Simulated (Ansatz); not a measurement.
# C2H3BFN (SMILES FB1C=NC1): wB97X/def2-SVP

Aim: the vertical singlet–triplet gap of C2H3BFN at wB97X/def2-SVP, from 2 runs. 

The calculation is run with Ansatz 0.2.0.

122 further runs of the same task are left out: 122 set aside as unsound or not needed.

## 1. The structure to begin with

The species is C2H3BFN (8 atoms), meant as a singlet with charge 0. As SMILES, `FB1C=NC1`. The shape is that of a PBE0-D4/def2-TZVP optimisation.

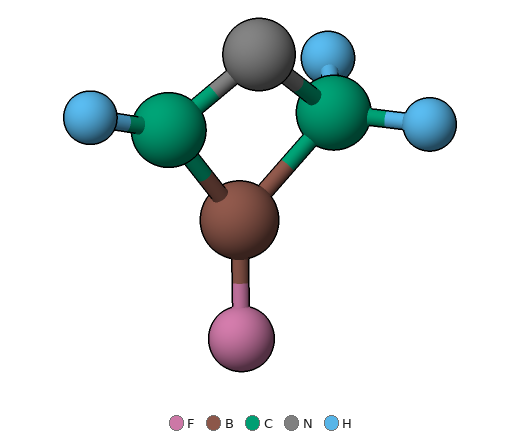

The structure, seen from a chosen angle (fluorine pink, boron brown, carbon teal, nitrogen grey, hydrogen blue).

## 2. The energy at wB97X/def2-SVP

Contents of run.yaml:

```yaml
crystal:
  periodic: [false, false, false]
  atoms:
    - symbol: F
      position_ang: [0.213200, -1.007300, 1.918400]
    - symbol: B
      position_ang: [-0.024100, -0.304800, 0.836200]
    - symbol: C
      position_ang: [0.319000, 1.128500, 0.345800]
    - symbol: N
      position_ang: [0.303900, 0.728600, -0.881200]
    - symbol: C
      position_ang: [-0.301700, -0.640600, -0.682300]
    - symbol: H
      position_ang: [0.656500, 2.120900, 0.633900]
    - symbol: H
      position_ang: [0.257100, -1.432700, -1.186200]
    - symbol: H
      position_ang: [-1.331600, -0.649700, -1.040300]
basis:
  gaussian: {orbitals: def2-SVP}
hamiltonian: {xc: {name: wB97X}}
output: {orbitals: {seedname: orbitals}}
accuracy: high
```

Started as:

```console
$ ansatz run run.yaml --threads 1 --pin off --max-ram 3480MiB --events-out events.jsonl --progress --plain --runs-dir runs
```

Output:

```text
Warning: RAYON_NUM_THREADS=1 ignored (pool sized by the plan → 1); use --threads N
Functional definition: wB97X
  name "wB97X"
  parameter omega = 0.3/bohr
  parameter cx = 0.157706
  parameter cx1 = 0.726479
  parameter cx2 = 1.04760
  parameter cx3 = -5.70635
  parameter cx4 = 13.2794
  parameter css1 = -4.33879
  parameter css2 = 18.2308
  parameter css3 = -31.7430
  parameter css4 = 17.2901
  parameter cos1 = 2.37031
  parameter cos2 = -11.3995
  parameter cos3 = 6.58405
  parameter cos4 = -3.78132
  exchange = spin_sum(e_x_unif_sr(omega)*poly(b97_u_x, 1 - cx, cx1, cx2, cx3, cx4)) + cx*exact_x_sr(omega)
      + exact_x_lr(omega)
  correlation = spin_sum(e_c_pw_same_spin*poly(b97_u_same, 1, css1, css2, css3, css4))
      + integral(e_c_pw_opposite_spin*poly(b97_u_opposite, 1, cos1, cos2, cos3, cos4))
2019 factors; integrals over basis functions are off by at most 3.4e-9 eV
323 factors; integrals over basis functions are off by at most 2.4e-9 eV
mean field evaluation 1: about -6996.0017 eV, gradient 3.4e1 eV
mean field evaluation 2: about -6996.9267 eV, gradient 3.1e1 eV
mean field evaluation 4: about -6998.5577 eV, gradient 1.9e0 eV
mean field evaluation 8: about -6998.7097 eV, gradient 1.6e-1 eV
mean field evaluation 16: about -6998.7099 eV, gradient 4.0e-4 eV
mean field -6998.70985115 eV, -257.1978431337 hartree, gradient 8.2e-8 eV, S^2 0.000000; 0 other end points of the search recorded, 0 dependent functions left out
reference -6998.70984853 eV, -257.1978430375 hartree; 18, 18 occupied and 67, 67 virtual orbitals, 2019 factors
Total energy: -6998.70984853 eV, -257.1978430375 hartree
```

Run time: 22 s. Hardware: 1 thread of Arm Neoverse V2, shared host; peak memory 0.45 GiB.

## 3. The triplet, same level

Contents of job.yaml:

```yaml
crystal:
  periodic: [false, false, false]
  atoms:
    - {symbol: F, position_ang: [0.213200, -1.007300, 1.918400]}
    - {symbol: B, position_ang: [-0.024100, -0.304800, 0.836200]}
    - {symbol: C, position_ang: [0.319000, 1.128500, 0.345800]}
    - {symbol: N, position_ang: [0.303900, 0.728600, -0.881200]}
    - {symbol: C, position_ang: [-0.301700, -0.640600, -0.682300]}
    - {symbol: H, position_ang: [0.656500, 2.120900, 0.633900]}
    - {symbol: H, position_ang: [0.257100, -1.432700, -1.186200]}
    - {symbol: H, position_ang: [-1.331600, -0.649700, -1.040300]}
basis:
  gaussian:
    orbitals: def2-SVP
magnetization:
  spin_polarized: true
  initial_magnetization: 2
hamiltonian:
  xc: {name: wB97X}
output: {orbitals: {seedname: orbitals}}
accuracy: high
```

Started as:

```console
$ ansatz run job.yaml --threads 1 --pin off --max-ram 3480MiB --events-out events.jsonl --progress --plain --runs-dir runs
```

Output (excerpt; [...] marks lines left out):

```text
Warning: RAYON_NUM_THREADS=1 ignored (pool sized by the plan → 1); use --threads N
[... 2 set-up lines as earlier in the session ...]
[...]
      + exact_x_lr(omega)
[...]
      + integral(e_c_pw_opposite_spin*poly(b97_u_opposite, 1, cos1, cos2, cos3, cos4))
2019 factors; integrals over basis functions are off by at most 3.4e-9 eV
323 factors; integrals over basis functions are off by at most 2.4e-9 eV
[...]
mean field -6995.66332583 eV, -257.0858853932 hartree, gradient 9.5e-8 eV, S^2 2.007743; 2 other end points of the search recorded, 0 dependent functions left out
reference -6995.66332340 eV, -257.0858853041 hartree; 19, 17 occupied and 66, 68 virtual orbitals, 2019 factors
Total energy: -6995.66332340 eV, -257.0858853041 hartree
```

It took 59 s on 1 thread of Arm Neoverse V2, shared host; peak memory 0.75 GiB.

## 4. Outcome

Level: wB97X/def2-SVP.

| quantity | value |
| --- | --- |
| singlet: total energy | -257.19784 Eh |
| singlet: HOMO energy | -9.91 eV |
| singlet: LUMO energy | 0.75 eV |
| singlet: HOMO–LUMO gap | 10.66 eV |
| triplet: total energy | -257.08589 Eh |
| triplet: HOMO energy (highest over α and β) | -6.75 eV |
| triplet: LUMO energy (lowest over α and β) | -2.18 eV |
| triplet: ⟨S²⟩ | 2.008 |
| vertical energy of the triplet above the singlet | 3.047 eV |

In words: At this shape the triplet lies 3.05 eV (294 kJ/mol) above the singlet.
